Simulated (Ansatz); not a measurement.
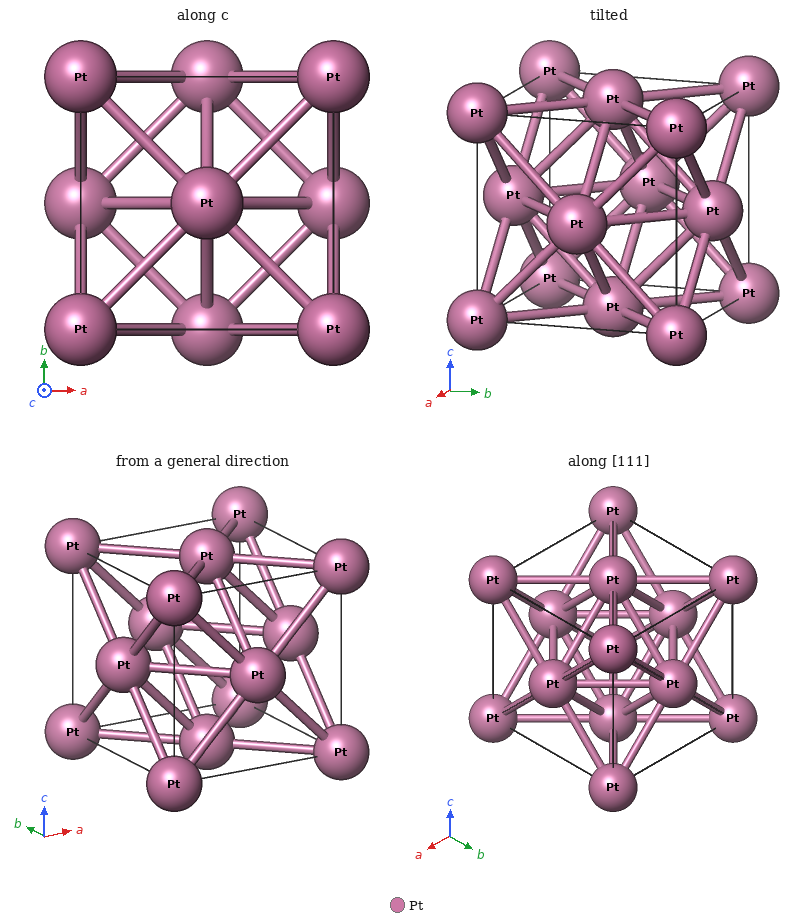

The image is a ball-and-stick drawing of a crystal, viewed along the c axis, slightly off an axis, from a general direction and along [111]. The conventional unit cell is outlined; an atom on or near a face, edge or corner is repeated at each equivalent position.

Size of the cell: a = 3.97 Å, b = 3.97 Å, c = 3.97 Å, α = 90.00°, β = 90.00°, γ = 90.00°.

Treated as bonds: Pt–Pt up to 3.14 Å (cut-off distances).

> Determine the atoms per cell.

4 (platinum), counting shared atoms by their share.

> What kind of lattice is this?

Face-centred cubic.

> Space group?

Fm-3m (No. 225), with Pt on 4a.

The structure was taken from the standard structure of this element. The geometry was optimised with DFT PBE, scalar-relativistic, plane waves, PAW in Ansatz 0.2.0.
